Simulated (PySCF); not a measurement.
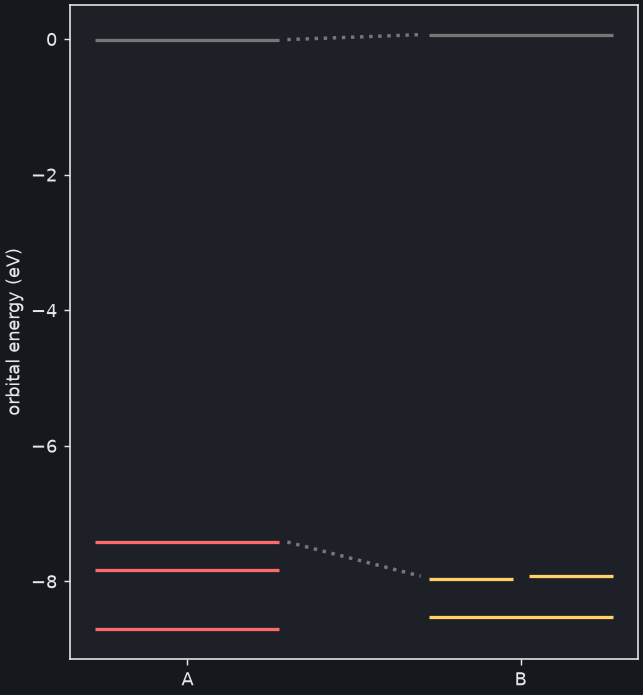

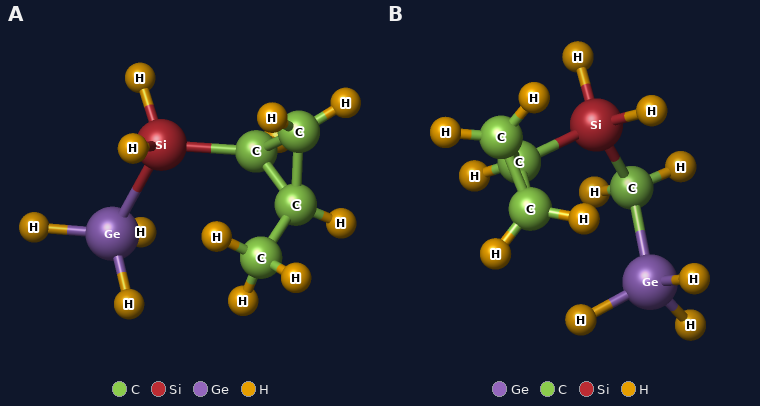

Related molecules: A is C₄H₁₂GeSi, SMILES C[C@@H]1C[C@@H]1[SiH2][GeH3], singlet; B is C₄H₁₂GeSi, SMILES [GeH3][CH2][SiH2]C1CC1, singlet. Frontier orbital energies, B3LYP/def2-SVPD in PySCF, at a PBE0-D3(BJ)/def2-SVP geometry (no frequency check); drawn are at most three filled levels and, in grey, the LUMO with any level within 0.03 eV of it; dotted lines join the HOMOs and the LUMOs.

Question: What does the change do to the frontier levels?

Answer: From A to B the HOMO falls by 0.50 eV and the LUMO rises by 0.07 eV, so the separation goes from 7.41 to 7.99 eV.

Question: Does the ΔSCF ionisation energy follow the HOMO?

Answer: A: −ε(HOMO) 7.42, ΔSCF 9.31 eV; B: −ε(HOMO) 7.92, ΔSCF 9.80 eV.

Caveats, for all or some of the runs: empty levels above zero depend strongly on the basis; one conformer of a flexible molecule.
